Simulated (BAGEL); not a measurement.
# Ge2SiH8 (SMILES [GeH3][SiH2][GeH3]), step by step

Aim: the energy (HF/def2-SV(P)), then a single-point energy (NEVPT2(2,2)/def2-SV(P)) of Ge2SiH8. 

The results are computed with BAGEL 1.2.2.

### Step 1. The system as given

Ge2SiH8 has 11 atoms, charge 0, and is taken as a singlet. As SMILES, `[GeH3][SiH2][GeH3]`. One bond was lengthened or shortened from a relaxed shape.

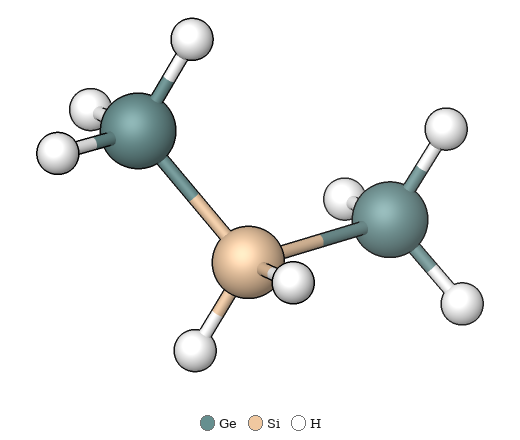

Viewed from a chosen angle; germanium teal, silicon light orange, hydrogen white.

### Step 2. The energy at HF/def2-SV(P) (density fitting with svp-jkfit) (run 1)

File input.json:

```json
{ "bagel" : [

{
  "title" : "molecule",
  "basis" : "def2-sv_p_.json",
  "df_basis" : "svp-jkfit",
  "angstrom" : true,
  "geometry" : [
    { "atom" : "Ge", "xyz" : [      -1.448960,       1.655944,      -0.697595 ] },
    { "atom" : "Si", "xyz" : [      -0.420300,      -0.850100,      -0.318100 ] },
    { "atom" : "Ge", "xyz" : [       1.631200,      -0.735900,       0.880400 ] },
    { "atom" : "H", "xyz" : [      -2.777560,       1.604644,      -1.470795 ] },
    { "atom" : "H", "xyz" : [      -0.455360,       2.520244,      -1.492195 ] },
    { "atom" : "H", "xyz" : [      -1.700460,       2.334944,       0.659405 ] },
    { "atom" : "H", "xyz" : [      -0.189900,      -1.498600,      -1.638400 ] },
    { "atom" : "H", "xyz" : [      -1.395700,      -1.678400,       0.443000 ] },
    { "atom" : "H", "xyz" : [       1.405900,      -0.077200,       2.251900 ] },
    { "atom" : "H", "xyz" : [       2.652000,       0.110600,       0.101200 ] },
    { "atom" : "H", "xyz" : [       2.227800,      -2.135700,       1.103800 ] }
  ]
},

{ "title" : "hf" },

{ "title" : "print", "file" : "orbitals.molden", "orbitals" : true }

]}
```

The basis set def2-SV(P) is read from a file made from the Basis Set Exchange's data (not shown).

Launch:

```
$ BAGEL_NUM_THREADS=1 BAGEL input.json > input.out
```

What it wrote:

```text
* using 1 threads per process

  ===============================================================
  ===============================================================

  *** Geometry ***

  { "atom" : "Ge", "xyz" : [     -2.738138,      3.129281,     -1.318263 ] },
  { "atom" : "Si", "xyz" : [     -0.794252,     -1.606456,     -0.601122 ] },
  { "atom" : "Ge", "xyz" : [      3.082521,     -1.390649,      1.663715 ] },
  { "atom" : "H", "xyz" : [     -5.248828,      3.032338,     -2.779400 ] },
  { "atom" : "H", "xyz" : [     -0.860506,      4.762571,     -2.819840 ] },
  { "atom" : "H", "xyz" : [     -3.213404,      4.412405,      1.246095 ] },
  { "atom" : "H", "xyz" : [     -0.358859,     -2.831944,     -3.096127 ] },
  { "atom" : "H", "xyz" : [     -2.637491,     -3.171716,      0.837149 ] },
  { "atom" : "H", "xyz" : [      2.656766,     -0.145887,      4.255474 ] },
  { "atom" : "H", "xyz" : [      5.011554,      0.209004,      0.191240 ] },
  { "atom" : "H", "xyz" : [      4.209932,     -4.035888,      2.085880 ] },

  Number of auxiliary basis functions:      804

  Since a DF basis is specified, we compute 2- and 3-index integrals:
    o Being stored without compression. Storage requirement is 0.062 GB

  Number of basis functions:       98
  Number of electrons      :       86

    * METHOD: MOLECULE                             0.83

  *** RHF ***

  === Nuclear Repulsion ===
   449.5065533381

      * DIIS with orbital gradients will be used.

  === RHF iteration (def2-sv_p_.json) ===
      0      -4443.60353760          0.00607020           0.41
      1      -4443.65794977          0.00187161           0.40
      2      -4443.66280240          0.00049620           0.40
      3      -4443.66307127          0.00009266           0.39
      4      -4443.66308023          0.00003661           0.39
      5      -4443.66308152          0.00000437           0.40
      6      -4443.66308156          0.00000092           0.39
      7      -4443.66308156          0.00000017           0.40
      8      -4443.66308156          0.00000006           0.38
      9      -4443.66308156          0.00000002           0.40
     10      -4443.66308156          0.00000000           0.38
    * SCF iteration converged.

    * Permanent dipole moment:
           (    0.021875,     0.040441,     0.016215) a.u.

    * METHOD: HF                                   4.97

    * METHOD: PRINT                                0.02

  ===============================================================
```

Wall time 6 s (1 thread of Arm Neoverse V1, shared host); peak memory 0.26 GiB.

### Step 3. A single-point energy at NEVPT2(2,2)/def2-SV(P) (density fitting with svp-jkfit) (run 2)

File calc.json:

```json
{ "bagel" : [

{
  "title" : "molecule",
  "basis" : "def2-sv_p_.json",
  "df_basis" : "svp-jkfit",
  "angstrom" : true,
  "geometry" : [
    { "atom" : "Ge", "xyz" : [      -1.448960,       1.655944,      -0.697595 ] },
    { "atom" : "Si", "xyz" : [      -0.420300,      -0.850100,      -0.318100 ] },
    { "atom" : "Ge", "xyz" : [       1.631200,      -0.735900,       0.880400 ] },
    { "atom" : "H", "xyz" : [      -2.777560,       1.604644,      -1.470795 ] },
    { "atom" : "H", "xyz" : [      -0.455360,       2.520244,      -1.492195 ] },
    { "atom" : "H", "xyz" : [      -1.700460,       2.334944,       0.659405 ] },
    { "atom" : "H", "xyz" : [      -0.189900,      -1.498600,      -1.638400 ] },
    { "atom" : "H", "xyz" : [      -1.395700,      -1.678400,       0.443000 ] },
    { "atom" : "H", "xyz" : [       1.405900,      -0.077200,       2.251900 ] },
    { "atom" : "H", "xyz" : [       2.652000,       0.110600,       0.101200 ] },
    { "atom" : "H", "xyz" : [       2.227800,      -2.135700,       1.103800 ] }
  ]
},

{
  "title" : "hf"
},

{
  "title" : "nevpt2",
  "nstate" : 1,
  "nact" : 2,
  "nclosed" : 42,
  "active" : [43, 44],
  "maxiter" : 200,
  "natocc" : true,
  "ncore" : 23
},

{
  "title" : "print",
  "file" : "orbitals.molden",
  "orbitals" : true
}

]}
```

The basis set def2-SV(P) is read from a file made from the Basis Set Exchange's data (not shown).

Launch:

```
$ BAGEL_NUM_THREADS=1 BAGEL calc.json > calc.out
```

What it wrote:

```text
* using 1 threads per process

  ===============================================================
  ===============================================================

  *** Geometry ***

  { "atom" : "Ge", "xyz" : [     -2.738138,      3.129281,     -1.318263 ] },
  { "atom" : "Si", "xyz" : [     -0.794252,     -1.606456,     -0.601122 ] },
  { "atom" : "Ge", "xyz" : [      3.082521,     -1.390649,      1.663715 ] },
  { "atom" : "H", "xyz" : [     -5.248828,      3.032338,     -2.779400 ] },
  { "atom" : "H", "xyz" : [     -0.860506,      4.762571,     -2.819840 ] },
  { "atom" : "H", "xyz" : [     -3.213404,      4.412405,      1.246095 ] },
  { "atom" : "H", "xyz" : [     -0.358859,     -2.831944,     -3.096127 ] },
  { "atom" : "H", "xyz" : [     -2.637491,     -3.171716,      0.837149 ] },
  { "atom" : "H", "xyz" : [      2.656766,     -0.145887,      4.255474 ] },
  { "atom" : "H", "xyz" : [      5.011554,      0.209004,      0.191240 ] },
  { "atom" : "H", "xyz" : [      4.209932,     -4.035888,      2.085880 ] },

  Number of auxiliary basis functions:      804

  Since a DF basis is specified, we compute 2- and 3-index integrals:
    o Being stored without compression. Storage requirement is 0.062 GB

  Number of basis functions:       98
  Number of electrons      :       86

    * METHOD: MOLECULE                             0.83

  *** RHF ***

  === Nuclear Repulsion ===
   449.5065533381

      * DIIS with orbital gradients will be used.

  === RHF iteration (def2-sv_p_.json) ===
      0      -4443.60353760          0.00607020           0.40
      1      -4443.65794977          0.00187161           0.39
      2      -4443.66280240          0.00049620           0.39
      3      -4443.66307127          0.00009266           0.39
      4      -4443.66308023          0.00003661           0.38
      5      -4443.66308152          0.00000437           0.39
      6      -4443.66308156          0.00000092           0.39
      7      -4443.66308156          0.00000017           0.38
      8      -4443.66308156          0.00000006           0.40
      9      -4443.66308156          0.00000002           0.39
     10      -4443.66308156          0.00000000           0.39
    * SCF iteration converged.

    * Permanent dipole moment:
           (    0.021875,     0.040441,     0.016215) a.u.

    * METHOD: HF                                   4.95

    * freezing 23 orbitals
  ---------------------------
      CASSCF calculation
  ---------------------------

    ==== Active orbitals : =====
         Orbital 43
         Orbital 44
    ============================

    * nstate   :      1
    * nclosed  :     42
    * nact     :      2
    * nvirt    :     54
  === CASSCF iteration (def2-sv_p_.json) ===

    * Using the second-order algorithm

      0  0     -4443.66626866     3.81e-04      0.09

      1  0     -4443.67463990     5.08e-04      1.72

      2  0     -4443.67599297     8.03e-05      1.66

      3  0     -4443.67602763     1.54e-05      1.70

      4  0     -4443.67602847     2.76e-06      1.67

      5  0     -4443.67602849     5.75e-07      1.71

      6  0     -4443.67602849     1.43e-07      1.63

      7  0     -4443.67602849     3.81e-08      1.61

      8  0     -4443.67602849     1.03e-08      1.47

      9  0     -4443.67602849     2.79e-09      1.36

    * Second-order optimization converged. *

     guess   0:   closed 1.                   open ..

  === FCI iteration ===

      0  0     -4443.66284274     4.91e-02      0.00
      1  0     -4443.67602474     6.55e-04      0.00
      2  0 *   -4443.67602849     4.17e-16      0.00

     * ci vector, state   0, <S^2> = 0.0000
       2.     0.9910961142
       .2    -0.1331483847

  === DF-NEVPT2 calculation ===

    * 3-index integral transformation done
    * assembly done

      NEVPT2 correlation energy:   -0.4990342423      0.30

          (+0)     -0.4467625800
          (+0)'    -0.0118690763
          (+1)     -0.0081576460
          (+1)'    -0.0000000000
          (+2)     -0.0004514598
          (-1)     -0.0264037123
          (-1)'     0.0000000000
          (-2)     -0.0053897678

      NEVPT2 total energy:       -4444.1750627283

    * METHOD: NEVPT2                              16.34

    * METHOD: PRINT                                0.02

  ===============================================================
```

Run time: 23 s. Hardware: 1 thread of Arm Neoverse V1, shared host; peak memory 0.28 GiB.

### Step 4. Results

```
                                   quantity           value
         run 1, HF/def2-SV(P): total energy  -4443.66308 Eh
        run 1, HF/def2-SV(P): dipole moment          0.12 D
          run 1, HF/def2-SV(P): HOMO energy        -9.77 eV
          run 1, HF/def2-SV(P): LUMO energy         2.57 eV
        run 1, HF/def2-SV(P): HOMO–LUMO gap        12.34 eV
run 2, NEVPT2(2,2)/def2-SV(P): total energy  -4444.17506 Eh
```
